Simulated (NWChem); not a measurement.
# [NH2]− (SMILES [NH2-]) at 6 levels

We compute a comparison of 6 runs (HF/aug-cc-pVTZ, SVWN5/aug-cc-pVTZ, wB97X/def2-SVP, B3LYP/6-31G*, PBE0/def2-SVP, MP2/aug-cc-pVTZ) of [NH2]−. 

The calculation is run with NWChem 7.3.0.

**1. The molecule**

The species is [NH2]− (3 atoms), meant as a singlet with charge -1. As SMILES, `[NH2-]`. The coordinates come from a PBE0-D4/def2-TZVPD relaxation.

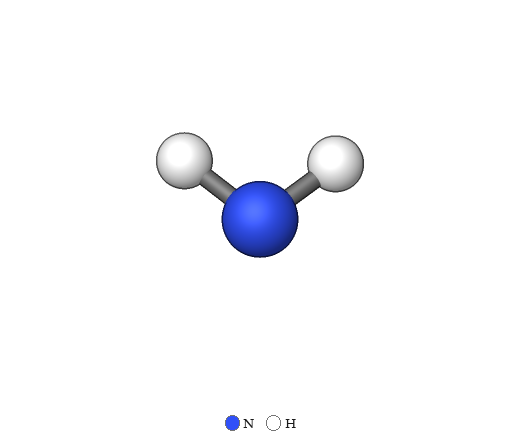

Viewed from a chosen angle; nitrogen blue, hydrogen white.

**2. Energy and forces at HF/aug-cc-pVTZ (run 1)**

run.nw

```
start run
title "H2N hf"
memory 2200 mb
charge -1

geometry units atomic noautosym nocenter noautoz
N      0.64666428    -0.38361440     0.31879680
H      0.23716063     1.51404857     0.29479728
H     -0.88382491    -1.13043417    -0.61359407
end

basis spherical bse
* library aug-cc-pVTZ
end

scf
thresh 1e-08
maxiter 80
print medium
end

task scf gradient
```

The run is started by

```bash
$ nwchem run.nw > run.out
```

The program printed:

```text
[...]
  functions       =    92
[...]
  wavefunction    = RHF
[...]
         Total SCF energy =    -55.548434119953
      One-electron energy =    -93.246102141244
      Two-electron energy =     30.154815600362
 Nuclear repulsion energy =      7.542852420929
        Time for solution =     53.1s
[...]
                         RHF ENERGY GRADIENTS
    atom               coordinates                        gradient
                 x          y          z           x          y          z
   1 N       0.646664  -0.383614   0.318797    0.013000  -0.007704   0.006410
   2 H       0.237161   1.514049   0.294797   -0.003436   0.011073  -0.000723
   3 H      -0.883825  -1.130434  -0.613594   -0.009564  -0.003369  -0.005687
[...]
```

It took 58 s on 1 thread of Intel Xeon Platinum 8259CL at 2.50GHz (Skylake/Cascade Lake), shared host; peak memory 0.11 GiB.

**3. Energy and forces at SVWN5/aug-cc-pVTZ (run 2)**

h2n.nw

```
start h2n
title "H2N gradient"
memory total 2200 mb
charge -1

geometry noautosym nocenter noautoz
  N     0.342200   -0.203000    0.168700
  H     0.125500    0.801200    0.156000
  H    -0.467700   -0.598200   -0.324700
end

basis "ao basis" spherical bse
  N library aug-cc-pVTZ
  H library aug-cc-pVTZ
end

dft
  xc slater vwn_5
  mult 1
  grid fine
  convergence energy 1e-08
  iterations 100
  mulliken
  print low
end

task dft gradient
```

The run is started by

```bash
$ nwchem h2n.nw > h2n.out
```

The program printed:

```text
[...]
 d= 0,ls=0.0,diis     1    -54.3685428223 -6.19D+01  9.26D-01  4.68D+00     1.2
[...]
 d= 0,ls=0.0,diis    11    -55.4637973494 -3.78D-09  2.22D-07  7.54D-11    10.0
         Total DFT energy =      -55.463797349370
      One electron energy =      -93.091350404435
           Coulomb energy =       37.362256171607
    Exchange-Corr. energy =       -7.277556078886
 Nuclear repulsion energy =        7.542852962344
[...]
      Total Density - Mulliken Population Analysis
     ---------------------------------------------
    Atom       Charge   Shell Charges
 -----------   ------   -------------------------------------------------------
    1 N    7     8.18   1.91  0.24  0.94  0.65  0.08  1.01  1.62  1.13  0.58  0.00  0.01  0.01  0.00  0.00
    2 H    1     0.91   0.26  0.44  0.10 -0.00  0.01  0.05  0.04  0.00  0.00
    3 H    1     0.91   0.26  0.44  0.10 -0.00  0.01  0.05  0.04  0.00  0.00
[...]
                         DFT ENERGY GRADIENTS
    atom               coordinates                        gradient
                 x          y          z           x          y          z
   1 N       0.646664  -0.383614   0.318797   -0.005309   0.003158  -0.002616
   2 H       0.237161   1.514048   0.294797    0.000228  -0.007312  -0.000659
   3 H      -0.883825  -1.130434  -0.613594    0.005081   0.004153   0.003276
 Task  times  cpu:       14.2s     wall:       14.2s
 Total times  cpu:       14.3s     wall:       14.3s
```

Wall time 15 s (1 thread of Intel Xeon Platinum 8259CL at 2.50GHz (Skylake/Cascade Lake), shared host); peak memory 0.12 GiB.

Run 3 isn't shown in full; the table further down has it.

**4. Energy and forces at B3LYP/6-31G(d) (Cartesian functions) (run 4)**

h2n.nw

```
start h2n
title "H2N gradient"
memory stack 880 mb heap 220 mb global 1100 mb
charge -1

geometry units angstrom noautosym nocenter noautoz
  N        0.342200      -0.203000       0.168700
  H        0.125500       0.801200       0.156000
  H       -0.467700      -0.598200      -0.324700
end

basis
  * library 6-31G*
end

dft
  xc b3lyp
  grid xfine
  convergence energy 1e-08
  iterations 100
  mulliken
end

task dft gradient
```

The run is started by

```bash
$ nwchem h2n.nw > h2n.out
```

The program printed:

```text
[...]
          Wavefunction type:  closed shell.
          No. of atoms     :     3
          No. of electrons :    10
[...]
          Charge           :    -1
          Spin multiplicity:     1
[...]
          AO basis - number of functions:    19
[...]
              XC Information
              --------------
                         B3LYP Method XC Potential
                     Hartree-Fock (Exact) Exchange  0.200
                        Slater Exchange Functional  0.800 local
                    Becke 1988 Exchange Functional  0.720 non-local
              Lee-Yang-Parr Correlation Functional  0.810
                  VWN I RPA Correlation Functional  0.190 local
[...]
 d= 0,ls=0.0,diis     1    -55.7255044434 -6.33D+01  6.48D-02  1.02D+00     0.4
[...]
 d= 0,ls=0.0,diis     7    -55.8397525060 -3.40D-10  4.08D-07  9.65D-11     2.1
         Total DFT energy =      -55.839752506033
      One electron energy =      -93.882865671021
           Coulomb energy =       38.411612507480
    Exchange-Corr. energy =       -7.911352304836
 Nuclear repulsion energy =        7.542852962344
[...]
      Total Density - Mulliken Population Analysis
     ---------------------------------------------
    Atom       Charge   Shell Charges
 -----------   ------   -------------------------------------------------------
    1 N    7     8.14   1.99  0.78  2.34  1.11  1.95 -0.02
    2 H    1     0.93   0.52  0.40
    3 H    1     0.93   0.52  0.40
[...]
  wavefunction    = closed shell
                         DFT ENERGY GRADIENTS
    atom               coordinates                        gradient
                 x          y          z           x          y          z
   1 N       0.646664  -0.383614   0.318797   -0.021261   0.012621  -0.010481
   2 H       0.237161   1.514048   0.294797    0.008054  -0.012396   0.003152
   3 H      -0.883825  -1.130434  -0.613594    0.013207  -0.000225   0.007329
[...]
```

It took 3.3 s on 1 thread of Intel Xeon Platinum 8259CL at 2.50GHz (Skylake/Cascade Lake), shared host; peak memory 0.11 GiB.

Run 5 isn't shown in full; the table further down has it.

**5. Energy and forces at MP2/aug-cc-pVTZ (run 6)**

calc.nw

```
start calc
memory stack 880 mb heap 220 mb global 1100 mb
charge -1

geometry units angstrom noautosym nocenter noautoz
   N     0.342200   -0.203000    0.168700
   H     0.125500    0.801200    0.156000
   H    -0.467700   -0.598200   -0.324700
end

basis spherical bse
   * library aug-cc-pVTZ
end

scf
   thresh 1e-08
   maxiter 80
end

mp2
   freeze core 1
   tight
end

task mp2 gradient
```

The run is started by

```bash
$ nwchem calc.nw > calc.out
```

The program printed:

```text
[...]
  functions       =    92
[...]
  wavefunction    = RHF
[...]
         Total SCF energy =    -55.548434123176
      One-electron energy =    -93.246103176911
      Two-electron energy =     30.154816091391
 Nuclear repulsion energy =      7.542852962344
        Time for solution =     55.3s
[...]
          Total MP2 energy           -55.809441947955
[...]
                         mp2 ENERGY GRADIENTS
    atom               coordinates                        gradient
                 x          y          z           x          y          z
   1 N       0.646664  -0.383614   0.318797   -0.000197   0.000126  -0.000096
   2 H       0.237161   1.514048   0.294797   -0.000335  -0.001093  -0.000304
   3 H      -0.883825  -1.130434  -0.613594    0.000532   0.000967   0.000400
[...]
```

Wall time 83 s (1 thread of Intel Xeon Platinum 8259CL at 2.50GHz (Skylake/Cascade Lake), shared host); peak memory 0.18 GiB.

**6. All runs side by side**

```csv
run,level,iteration cap,module,energy (Eh),HOMO energy (eV),LUMO energy (eV),HOMO–LUMO gap (eV),wall time
1,HF/aug-cc-pVTZ,80,scf,-55.548434,-1.33,4.50,5.83,58 s
2,SVWN5/aug-cc-pVTZ,100,dft,-55.463797,–,–,–,15 s
3,wB97X/def2-SVP,100,dft,-55.780229,–,–,–,12 s
4,B3LYP/6-31G* (Cartesian functions),100,dft,-55.839753,4.52,10.44,5.91,3.3 s
5,PBE0/def2-SVP,100,dft,-55.729863,4.09,9.49,5.40,4.5 s
6,MP2/aug-cc-pVTZ,80,mp2,-55.809442,-1.33,4.50,5.83,83 s
```

**7. Results**

| quantity | value |
| --- | --- |
| run 6: total energy | -55.80944 Eh |
| run 6: HOMO energy (Hartree–Fock orbitals) | -1.33 eV |
| run 6: LUMO energy (Hartree–Fock orbitals) | 4.50 eV |
| run 6: HOMO–LUMO gap (to an unbound level, set by the basis) | 5.83 eV |
| run 6: correlation energy (1 core orbital frozen) | -261.0 mEh |
| run 6: largest force on an atom | 0.061 eV/Å |

Over runs 1, 4, 5 the HOMO–LUMO gap runs from 5.40 eV (PBE0/def2-SVP) to 5.91 eV (B3LYP/6-31G*). The two ends differ in method and basis. The empty levels of an anion lie above zero and hang on the basis. Totals of different functionals can't be ranked against each other. In runs 4, 5 the HOMO lies above zero, so the outermost electron may be held by the basis alone. All runs together took 2.9 min, the longest 83 s.
